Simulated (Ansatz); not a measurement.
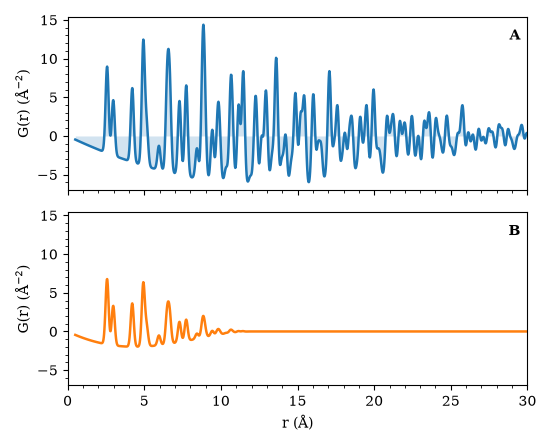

Computed X-ray G(r), with each pair weighted by the product of the atomic numbers (X-ray weights at Q = 0) and a uniform peak width σ = 0.10 Å, for spherical particles of V with the bulk structure: the bulk G(r) is multiplied by the envelope of a sphere of diameter D, 1 − 3r/2D + r³/2D³, with no surface relaxation. The number density is 0.0754 atoms per Å³. Basis of the simulation: the input geometry of an electronic-structure calculation (not necessarily at equilibrium).

Q: The diameters are 12 and 40 Å. Which curve belongs to which?

A: curve A: 40 Å; curve B: 12 Å. The smaller the particle, the sooner the oscillations die out.
